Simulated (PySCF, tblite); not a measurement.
**C₄H₇F₃SSi: geometry, infrared bands and NMR shifts**

Aim: predict the infrared bands and NMR shifts of C₄H₇F₃SSi (`C=C(CC(F)(F)F)S[SiH3]`).

Programs: tblite 0.8.0 and PySCF 2.14.0, with density-fitted response routines of our own. Each step states its level of theory. These are calculated values for one molecule in the gas phase, unless marked as measured. Atoms are numbered from 0 throughout.

### Step 1. Starting geometry

16 atoms, charge 0, multiplicity 1; geometry from: force field or distance geometry start.

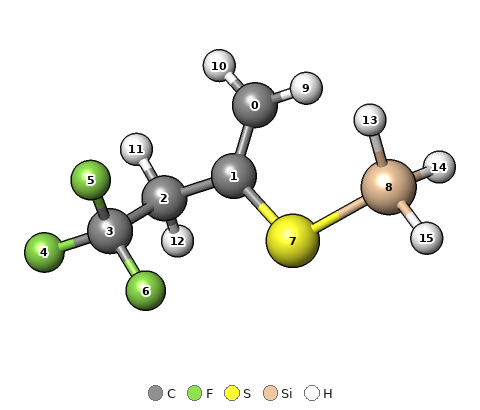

The starting geometry (carbon grey, fluorine green, sulfur yellow, silicon light orange, hydrogen white), atoms numbered; sticks join atoms by distance.

### Step 2. Relaxing the molecule with GFN2-xTB

What the job is given:

```
{"job": {"kind": "relax", "xc": "GFN2-xTB", "basis": "xTB"}, "charge": 0, "multiplicity": 1}
C      0.625100     0.905000    -1.114600
C     -0.125300    -0.021500    -0.517400
C     -1.559600    -0.111400    -0.835900
C     -2.416300     0.116800     0.396300
F     -3.772800     0.030700     0.100500
F     -2.211400     1.386900     0.935600
F     -2.029200    -0.833200     1.333500
S      0.681000    -1.120500     0.672200
Si     2.772100    -0.678100     0.859800
H      1.689200     0.981000    -0.874400
H      0.139700     1.577200    -1.829800
H     -1.854300     0.663600    -1.600900
H     -1.766200    -1.126900    -1.218700
H      3.025900     0.750000     1.061800
H      3.475300    -1.104000    -0.343100
H      3.319300    -1.406700     2.005300
```

Run with:

```sh
$ OMP_NUM_THREADS=1 python probes_run.py task.json out
```

This one command runs all jobs of the session in turn.

**Question.** This job is followed by: GFN2-xTB harmonic vibrations, gas phase; GIAO PBE0/pcSseg-1 NMR shielding, non-relativistic, gas phase. What will the session give for the following? strongest single infrared mode (GFN2-xTB); zero-point energy (GFN2-xTB); ¹³C shifts against TMS (PBE0/pcSseg-1); ¹H shifts against TMS (PBE0/pcSseg-1, means over atoms taken as alike); ¹⁹F shifts against CFCl3 (PBE0/pcSseg-1, means over atoms taken as alike); ³³S shifts against CS2 (PBE0/pcSseg-1); ²⁹Si shifts against TMS (PBE0/pcSseg-1).

**Answer**, as computed:

```
                                                                 quantity                          value
                                strongest single infrared mode (GFN2-xTB)           766 cm⁻¹, 388 km/mol
                                             zero-point energy (GFN2-xTB)                  62.0 kcal/mol
                                   ¹³C shifts against TMS (PBE0/pcSseg-1)  147.6, 134.6, 124.5, 48.0 ppm
   ¹H shifts against TMS (PBE0/pcSseg-1, means over atoms taken as alike)     5.83, 5.38, 4.65, 2.94 ppm
¹⁹F shifts against CFCl3 (PBE0/pcSseg-1, means over atoms taken as alike)                      -83.1 ppm
                                   ³³S shifts against CS2 (PBE0/pcSseg-1)                        -70 ppm
                                  ²⁹Si shifts against TMS (PBE0/pcSseg-1)                      -57.3 ppm
```

In words: The optimisation took 123 steps and gained 0.631 eV; among the close pairs (by a distance rule), C3–F5 changed most, from 1.395 to 1.343 Å. No mode is imaginary among the 42: a minimum at this level. The strongest single mode, at 766 cm⁻¹, moves mainly H13 and H14. GFN2-xTB is a fitted tight-binding method: band positions and strengths are rough. Its intensities can rank the bands wrongly. The most deshielded carbon is C1 (fully substituted alkene carbon), at 147.6 ppm: an sp2 carbon of a C=C bond. At PBE0/pcSseg-1: Shielding is most anisotropic at S7 (span 481 ppm, paramagnetic term -486 ppm).
